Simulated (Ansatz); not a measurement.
# CaO: pressure series

Consider CaO in the rock salt structure (space group Fm-3m, No. 225; a = 4.7948 Å).

Cell and atoms are relaxed at each pressure.

Method: Ansatz (a first-principles code) r2SCAN, without spin-orbit coupling.

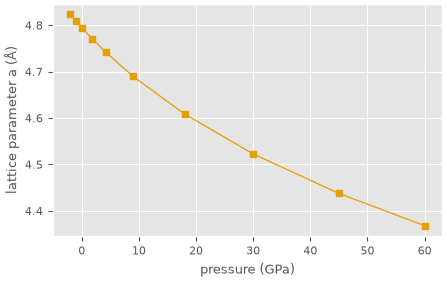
Fig. 1. Lattice parameter a against pressure

```
pressure (GPa)  lattice parameter a
--------------  -------------------
-2                         482.3 pm
-1                         480.9 pm
1.8                        477.1 pm
4.2                        474.2 pm
9                          468.9 pm
18                         460.8 pm
30                         452.2 pm
45                         443.7 pm
60                         436.8 pm
```

Load acts through the strain it causes; cell and atoms are relaxed under it. No phonon test of stability was made. Competing high-pressure phases were not computed.
